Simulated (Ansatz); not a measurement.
**FH$_{3}$OSi: density, localisation and related maps**

The calculation's input:

```
crystal:
  periodic: [false, false, false]
  atoms:
    - { symbol: Si, position_ang: [0.0, 0.0, 0.0] }
    - { symbol: F, position_ang: [0.0, 0.0, 1.59] }
    - { symbol: O, position_ang: [1.5842, 0.0, -0.5594] }
    - { symbol: H, position_ang: [1.9006, -0.9521, -0.6761] }
    - { symbol: H, position_ang: [-0.6877, 1.1914, -0.4862] }
    - { symbol: H, position_ang: [-0.6877, -1.1914, -0.4862] }
basis:
  gaussian: { orbitals: def2-SVP }
hamiltonian:
  xc: { name: BHLYP }
  dispersion: d4
relax:
  f_tol: 0.02
  max_steps: 40
output:
  orbitals: {}
```

Run with:

```sh
ansatz run input.yaml --threads 1 --pin off --max-ram 2048MiB --backend cpu --events-out ev --progress --plain --runs-dir out
```

The fields are those of the run's last geometry, not of the input's.

Computed with Ansatz 0.2.0, RKS BHLYP-D4/def2-SVP.

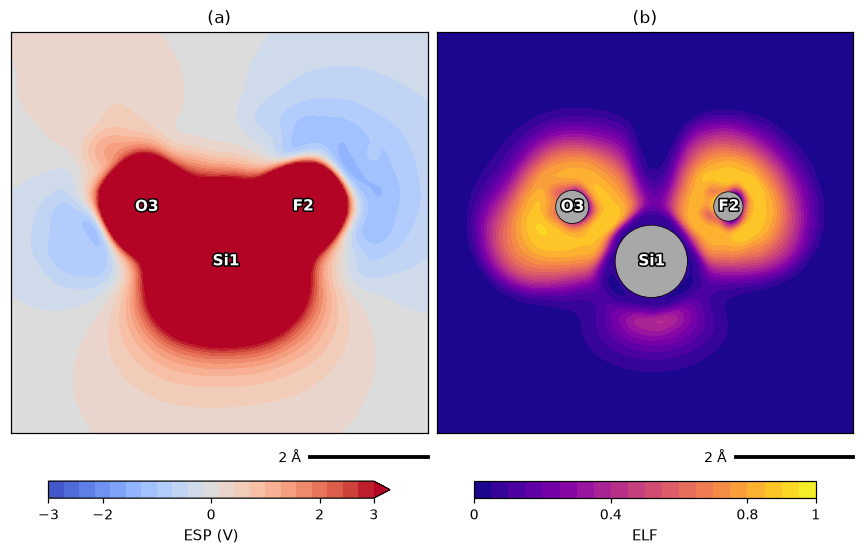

Figure 1. (a) molecular electrostatic potential; (b) ELF on the plane of atoms F2, Si1 and O3. Grey discs cover the atomic cores in the ELF map.

Question: Describe what can be read from this map.

Answer:
- The section cuts through Si, F and O sites.
- Si–F (1.61 Å): the ELF peaks at about 0.85 in the valence shell of F, 0.6 Å from its nucleus, and is about 0.50 at the midpoint.
- Si–O (1.64 Å): the ELF peaks at about 0.90 between the atoms (a polar covalent bond).
- The ELF also peaks beside F2 and O3, away from the bonds: lone-pair regions.
- Outside the dense part of the molecule the potential is most negative (−1.4 V) near F2.

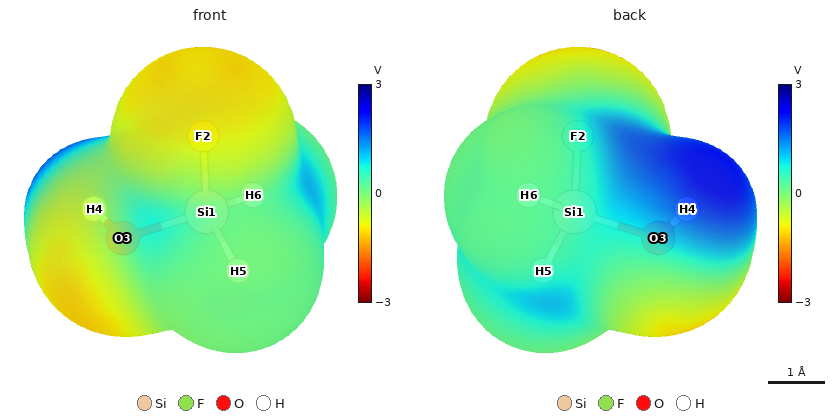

Figure 2. The electrostatic potential painted on the density surface at 0.001 e/bohr³, seen from the front and from behind; the colour scale runs from red (negative) to blue (positive).

Question: Describe the electrostatic potential map.

Answer: The most negative region (about −1.1 V, or −25 kcal/mol for a unit charge) lies over F2 and O3, the most positive (about +2.3 V, or +53 kcal/mol for a unit charge) over H4.

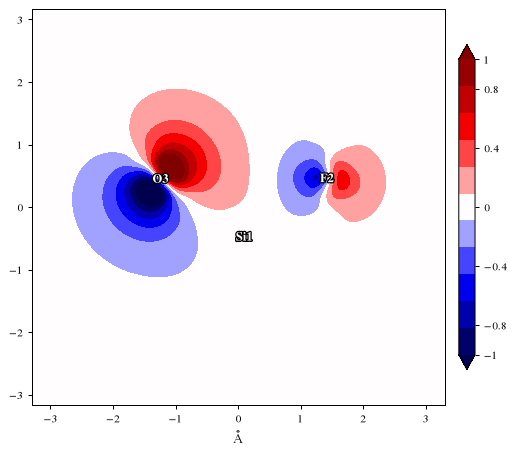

Figure 3. The HOMO−1 on the plane of atoms F2, Si1 and O3 (values in Å⁻³ᐟ²; the overall sign is arbitrary).

Question: Describe this orbital and give its energy.

Answer: By Hirshfeld shares it lies mainly on O3 (about 70 %) and F2 (about 10 %); largely a lone pair of O3. Its energy is −11.63 eV.
